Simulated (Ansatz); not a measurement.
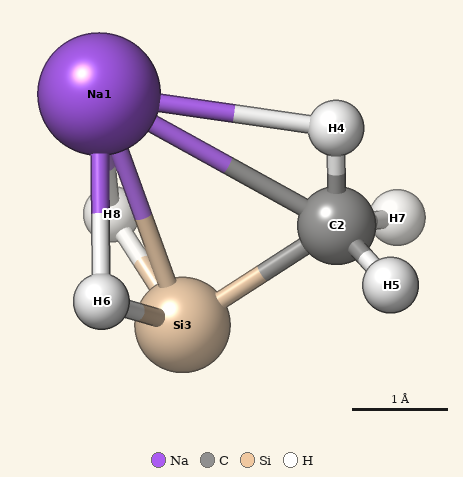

Figure 1. The input geometry (ball-and-stick view, seen at a tilt; atoms are numbered from 1 in the order of the input). Sticks mark near contacts.

## Geometry relaxation, with input and output: CH$_{5}$NaSi

CH$_{5}$NaSi, computed with RKS PBE0-D4/def2-TZVP (Ansatz 0.2.0).

Figures and captions count atoms from 1; the log counts them from 0 in places.

Log
```
Functional definition: PBE0
  name "PBE0"
  cite "Adamo & Barone, J. Chem. Phys. 110, 6158 (1999) doi:10.1063/1.478522"
  cite "Perdew, Burke & Ernzerhof, Phys. Rev. Lett. 77, 3865 (1996) doi:10.1103/PhysRevLett.77.3865"
  parent pbe
  parameter a = 0.25
  parameter kappa = 0.804
  parameter beta = 0.06672455060314922
  exchange = (1 - a)*pbe_x(kappa = kappa, mu = beta*pi^2/3) + a*exact_x
  correlation = pbe_c(beta = beta)
954 factors; their error is unknown
mean field evaluation 1: about -13398.5246 eV, gradient 5.0e1 eV
mean field evaluation 2: about -13393.6371 eV, gradient 6.1e1 eV
mean field evaluation 4: about -13404.6862 eV, gradient 1.9e0 eV
mean field evaluation 8: about -13404.6988 eV, gradient 2.1e-2 eV
mean field evaluation 16: about -13404.7538 eV, gradient 5.2e-5 eV
mean field -13404.75380719 eV, -492.6156163458 hartree, gradient 5.2e-5 eV, S^2 0.000000; 0 other end points of the search recorded, 0 dependent functions left out
the calculation of the forces begins
reference -13404.75385380 eV, -492.6156180587 hartree; 18, 18 occupied and 112, 112 virtual orbitals, 954 factors
relax step   1: F+E_penalty+E_count = -13404.87896278 eV  Δ(F+E_penalty+E_count) = +0.000e0 eV  max|allowed force component| = 4.695e-1 eV/Å  Δτ_max = 0.0000 Å  (26 SCF iters, accepted)
these checks for a lower state are left out or cut short: starts, cluster_reference, orbital_swaps, neighbouring_geometries, increment
954 factors; their error is unknown
mean field -13404.78565970 eV, -492.6167869038 hartree, gradient 1.8e-5 eV, S^2 0.000000; 0 other end points of the search recorded, 0 dependent functions left out
the calculation of the forces begins
reference -13404.78571078 eV, -492.6167887809 hartree; 18, 18 occupied and 112, 112 virtual orbitals, 954 factors
relax step   2: F+E_penalty+E_count = -13404.90998876 eV  Δ(F+E_penalty+E_count) = -3.103e-2 eV  max|allowed force component| = 1.976e-1 eV/Å  Δτ_max = 0.0892 Å  (31 SCF iters, accepted)
these checks for a lower state are left out or cut short: starts, cluster_reference, orbital_swaps, neighbouring_geometries, increment
954 factors; their error is unknown
mean field -13404.78923655 eV, -492.6169183507 hartree, gradient 7.5e-6 eV, S^2 0.000000; 0 other end points of the search recorded, 0 dependent functions left out
the calculation of the forces begins
reference -13404.78928663 eV, -492.6169201911 hartree; 18, 18 occupied and 112, 112 virtual orbitals, 954 factors
relax step   3: F+E_penalty+E_count = -13404.91327828 eV  Δ(F+E_penalty+E_count) = -3.290e-3 eV  max|allowed force component| = 3.361e-2 eV/Å  Δτ_max = 0.0235 Å  (31 SCF iters, accepted)
these checks for a lower state are left out or cut short: starts, cluster_reference, orbital_swaps, neighbouring_geometries, increment
954 factors; their error is unknown
mean field evaluation 32: about -13404.7360 eV, gradient 2.0e-4 eV
mean field -13404.78965338 eV, -492.6169336691 hartree, gradient 2.7e-5 eV, S^2 0.000000; 0 other end points of the search recorded, 0 dependent functions left out
the calculation of the forces begins
reference -13404.78970364 eV, -492.6169355161 hartree; 18, 18 occupied and 112, 112 virtual orbitals, 954 factors
relax step   4: F+E_penalty+E_count = -13404.91365273 eV  Δ(F+E_penalty+E_count) = -3.745e-4 eV  max|allowed force component| = 1.487e-2 eV/Å  Δτ_max = 0.0075 Å  (31 SCF iters, accepted)
these checks for a lower state are left out or cut short: starts, cluster_reference, orbital_swaps, neighbouring_geometries, increment
954 factors; their error is unknown
mean field -13404.78970583 eV, -492.6169355965 hartree, gradient 2.4e-5 eV, S^2 0.000000; 0 other end points of the search recorded, 0 dependent functions left out
the calculation of the forces begins
reference -13404.78975610 eV, -492.6169374439 hartree; 18, 18 occupied and 112, 112 virtual orbitals, 954 factors
relax step   5: F+E_penalty+E_count = -13404.91368748 eV  Δ(F+E_penalty+E_count) = -3.475e-5 eV  max|allowed force component| = 7.803e-3 eV/Å  Δτ_max = 0.0019 Å  (22 SCF iters, accepted)
these checks for a lower state are left out or cut short: starts, cluster_reference, orbital_swaps, neighbouring_geometries, increment
954 factors; their error is unknown
mean field -13404.78972428 eV, -492.6169362744 hartree, gradient 2.1e-5 eV, S^2 0.000000; 0 other end points of the search recorded, 0 dependent functions left out
the calculation of the forces begins
reference -13404.78977456 eV, -492.6169381223 hartree; 18, 18 occupied and 112, 112 virtual orbitals, 954 factors
relax step   6: F+E_penalty+E_count = -13404.91369682 eV  Δ(F+E_penalty+E_count) = -9.339e-6 eV  max|allowed force component| = 1.301e-3 eV/Å  Δτ_max = 0.0021 Å  (21 SCF iters, accepted)
954 factors; their error is unknown
mean field evaluation 64: about -13404.7897 eV, gradient 2.6e-3 eV
```

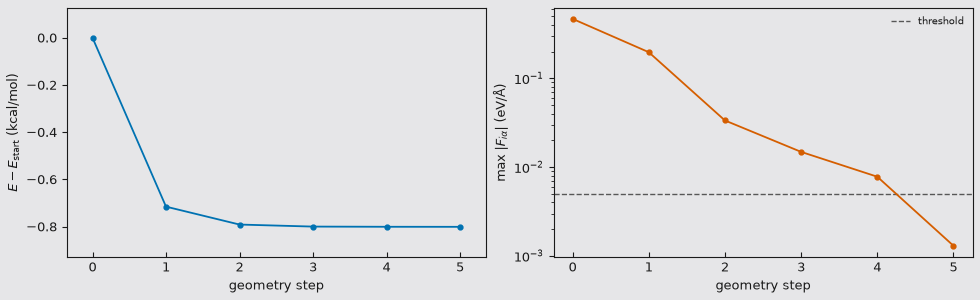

Figure 2. Progress of the relaxation, step by step (the first geometry is step 0 here and step 1 in the log).

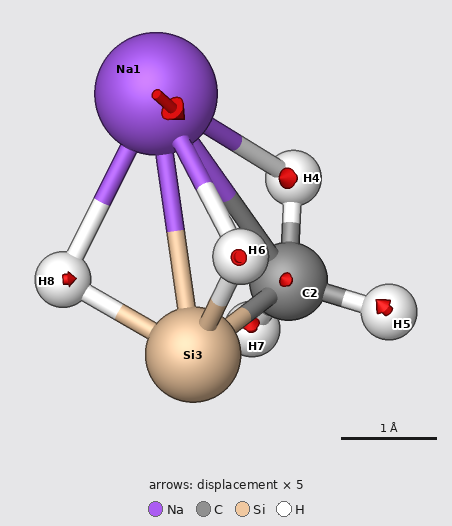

Figure 3. The starting structure with the displacements as red arrows, magnified 5 times (ball-and-stick view, seen at a tilt). The two geometries are laid on each other by the best rigid fit. Over 5 geometry steps the energy falls by 0.80 kcal/mol. Largest force component: 0.47 eV/Å at the start, 0.0013 eV/Å at the end. The atom that moves furthest after the best rigid fit is Na1 (0.11 Å). Largest moves by element: Na 0.11 Å, H 0.05 Å, C 0.03 Å, Si 0.01 Å. Among the contacts that change: Na1–H4 2.519 → 2.360 Å, Na1–C2 2.898 → 2.765 Å, Na1–Si3 2.773 → 2.715 Å, Na1–H6 2.206 → 2.160 Å. Among the angles that change: Na1–Si3–C2 72.7° → 70.2°, H4–Na1–H6 81.4° → 83.6°, Na1–C2–H4 59.4° → 57.3°. (Atoms are counted from 1 in the order of the input.)

```
mean field -13404.78972428 eV, -492.6169362744 hartree, gradient 2.1e-5 eV, S^2 0.000000; 1 other end points of the search recorded, 0 dependent functions left out
the calculation of the forces begins
reference -13404.78977456 eV, -492.6169381223 hartree; 18, 18 occupied and 112, 112 virtual orbitals, 954 factors
Total energy: -13404.91374710 eV, -492.6214940292 hartree
Atom 0 at    -2.082620    -0.184135     0.513248 Å, force    -0.000699     0.000109    -0.000502 eV/Å
Atom 1 at     0.125845     0.335037    -1.067059 Å, force    -0.001297    -0.000227     0.000007 eV/Å
Atom 2 at     0.620811    -0.290029     0.745747 Å, force     0.001301    -0.000147     0.000181 eV/Å
Atom 3 at    -0.908398     0.470205    -1.426285 Å, force     0.000858    -0.000217    -0.000023 eV/Å
Atom 4 at     0.608757     1.305704    -1.214093 Å, force    -0.000079    -0.000618    -0.000246 eV/Å
Atom 5 at    -0.370586     0.643949     1.537476 Å, force     0.000046     0.000053     0.000564 eV/Å
Atom 6 at     0.589080    -0.352895    -1.780638 Å, force     0.000087     0.000913    -0.000207 eV/Å
Atom 7 at    -0.391430    -1.495827     0.805241 Å, force    -0.000216     0.000134     0.000224 eV/Å
Dipole moment:    -1.631478     0.113699    -0.285724 e Å
```

Trajectory as extended XYZ (Å, eV, eV/Å), 6 frames, from step=1 to step=6
```
8
Properties=species:S:1:pos:R:3:forces:R:3 step=1 energy=-13404.87896
Na   -2.1523   -0.2125    0.5954    0.2104   0.0050  -0.0185
C     0.1386    0.3433   -1.0899    0.0623   0.1016  -0.2965
Si    0.6155   -0.2890    0.7488   -0.3343   0.0498  -0.1577
H    -0.9005    0.4876   -1.4757    0.4175  -0.0771   0.2305
H     0.6417    1.3236   -1.2340   -0.2475  -0.4695   0.0825
H    -0.3750    0.6629    1.5647    0.0558  -0.1813  -0.1776
H     0.6179   -0.3585   -1.8058   -0.2259   0.3245   0.3564
H    -0.3944   -1.5254    0.8102    0.0616   0.2470  -0.0192
8
Properties=species:S:1:pos:R:3:forces:R:3 step=2 energy=-13404.90999
Na   -2.0845   -0.1943    0.5403   -0.0175   0.0092  -0.0300
C     0.1304    0.3370   -1.0702    0.0745   0.0213  -0.0965
Si    0.6288   -0.2899    0.7460   -0.1976   0.0188  -0.0273
H    -0.9089    0.4723   -1.4264    0.1259  -0.0153   0.0432
H     0.6188    1.3104   -1.2188   -0.0869  -0.1402   0.0137
H    -0.3853    0.6406    1.5276    0.0947   0.0051   0.0090
H     0.5959   -0.3559   -1.7852   -0.0828   0.1083   0.0912
H    -0.4037   -1.4883    0.8004    0.0897  -0.0071  -0.0033
8
Properties=species:S:1:pos:R:3:forces:R:3 step=3 energy=-13404.91328
Na   -2.0790   -0.1858    0.5190   -0.0336   0.0022  -0.0075
C     0.1279    0.3347   -1.0676    0.0030  -0.0046   0.0317
Si    0.6186   -0.2898    0.7473    0.0109  -0.0036  -0.0091
H    -0.9075    0.4686   -1.4214   -0.0127   0.0059  -0.0209
H     0.6098    1.3052   -1.2157    0.0024   0.0137   0.0032
H    -0.3741    0.6502    1.5360    0.0140  -0.0316  -0.0131
H     0.5900   -0.3521   -1.7825    0.0010  -0.0130   0.0006
H    -0.3943   -1.4990    0.7986    0.0150   0.0310   0.0152
8
Properties=species:S:1:pos:R:3:forces:R:3 step=4 energy=-13404.91365
Na   -2.0854   -0.1852    0.5152    0.0097  -0.0003   0.0000
C     0.1272    0.3352   -1.0669    0.0023  -0.0065   0.0149
Si    0.6215   -0.2900    0.7463   -0.0070   0.0045  -0.0101
H    -0.9077    0.4699   -1.4231   -0.0087   0.0030  -0.0084
H     0.6097    1.3056   -1.2152    0.0033   0.0075   0.0003
H    -0.3713    0.6448    1.5353   -0.0012  -0.0008   0.0058
H     0.5889   -0.3529   -1.7808    0.0037  -0.0057  -0.0064
H    -0.3914   -1.4953    0.8029   -0.0019  -0.0018   0.0040
8
Properties=species:S:1:pos:R:3:forces:R:3 step=5 energy=-13404.91369
Na   -2.0839   -0.1848    0.5148    0.0024   0.0002  -0.0011
C     0.1267    0.3351   -1.0673   -0.0023  -0.0021   0.0078
Si    0.6209   -0.2899    0.7460   -0.0007   0.0007  -0.0050
H    -0.9079    0.4700   -1.4249   -0.0024   0.0010  -0.0038
H     0.6093    1.3057   -1.2148    0.0016   0.0023  -0.0001
H    -0.3712    0.6442    1.5367    0.0000   0.0008   0.0016
H     0.5892   -0.3529   -1.7811    0.0016  -0.0015  -0.0010
H    -0.3917   -1.4954    0.8042   -0.0001  -0.0013   0.0016
8
Properties=species:S:1:pos:R:3:forces:R:3 step=6 energy=-13404.91370
Na   -2.0826   -0.1841    0.5132   -0.0007   0.0001  -0.0005
C     0.1258    0.3350   -1.0671   -0.0013  -0.0002   0.0000
Si    0.6208   -0.2900    0.7457    0.0013  -0.0001   0.0002
H    -0.9084    0.4702   -1.4263    0.0009  -0.0002   0.0000
H     0.6088    1.3057   -1.2141   -0.0001  -0.0006  -0.0002
H    -0.3706    0.6439    1.5375    0.0000   0.0001   0.0006
H     0.5891   -0.3529   -1.7806    0.0001   0.0009  -0.0002
H    -0.3914   -1.4958    0.8052   -0.0002   0.0001   0.0002
```

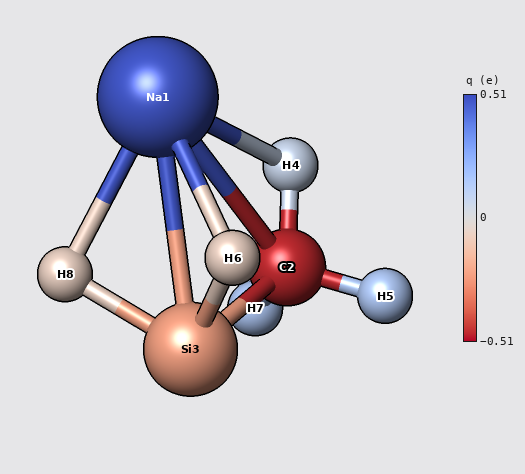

Figure 4. Mulliken charges, as the colour of each atom (ball-and-stick view, seen at a tilt; atoms are numbered from 1 in the order of the input). By element: Na +0.48, C −0.47, Si −0.23 and H −0.06 to +0.14 e.

This output came from the following input.

Input file
```yaml
crystal:
  periodic: [false, false, false]
  atoms:
    - {symbol: Na, position_ang: [-2.152289, -0.212464, 0.595384]}
    - {symbol: C, position_ang: [0.138590, 0.343282, -1.089923]}
    - {symbol: Si, position_ang: [0.615490, -0.289014, 0.748823]}
    - {symbol: H, position_ang: [-0.900506, 0.487618, -1.475689]}
    - {symbol: H, position_ang: [0.641687, 1.323595, -1.234012]}
    - {symbol: H, position_ang: [-0.375019, 0.662888, 1.564707]}
    - {symbol: H, position_ang: [0.617909, -0.358473, -1.805806]}
    - {symbol: H, position_ang: [-0.394403, -1.525424, 0.810153]}
basis:
  gaussian: {orbitals: def2-TZVP}
hamiltonian: {xc: pbe0, dispersion: d4}
relax: {f_tol: 0.005, max_steps: 200}
```

Command:
```bash
ansatz run in.yaml --threads 2 --pin off --events-out ev --progress --plain --max-ram 4352MiB
```

Results in brief

| quantity | value |
| --- | --- |
| outcome | converged |
| total energy | −13404.9137 eV |
| mean-field energy | −13404.7898 eV |
| dispersion energy | −0.1240 eV |
| SCF solution under orbital rotations | stable |
| largest force (length of the vector) at the end | 0.001 eV/Å |
| dipole moment | 7.97 D |
| hardware | 2 threads of Arm Neoverse V2, 95 GiB of memory available, shared host |
| wall time | 20 s (CPU time 36 s) |
| peak memory | 0.23 GiB |
